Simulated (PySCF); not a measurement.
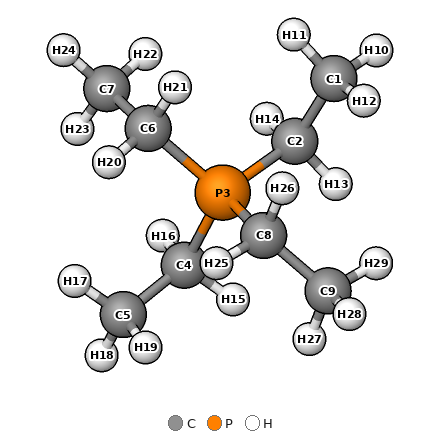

C₈H₂₀P⁺, SMILES CC[P+](CC)(CC)CC. Vertical core-electron binding energies by ΔSCF (SCAN, pcX-2 on the ionised atom, pcseg-1 elsewhere, spin-free X2C; PySCF, at a PBE0-D3(BJ)/def2-SVP geometry (no frequency check)), gas phase, against the vacuum level. One atom of each kind was ionised; within a panel, areas follow the number of like atoms and 2j + 1 (2p levels are split by first-order spin-orbit coupling, an approximation), each panel is scaled alone, Gaussians of 0.8 eV full width. Only the regions named are shown. Lines closer than the width merge in the curve.

Predict the P 2p and C 1s photoelectron lines.

| level | atoms | binding energy (eV) |
| --- | --- | --- |
| P 2p1/2 | P3 | 142.8 |
| P 2p3/2 | P3 | 141.9 |
| C 1s | C2, C4, C6, C8 | 295.1 |
| C 1s | C1, C5, C7, C9 | 294.7 |

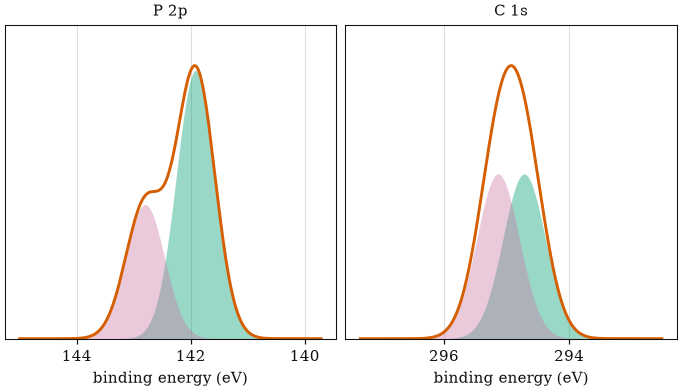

Caveats: one conformer of a flexible molecule.
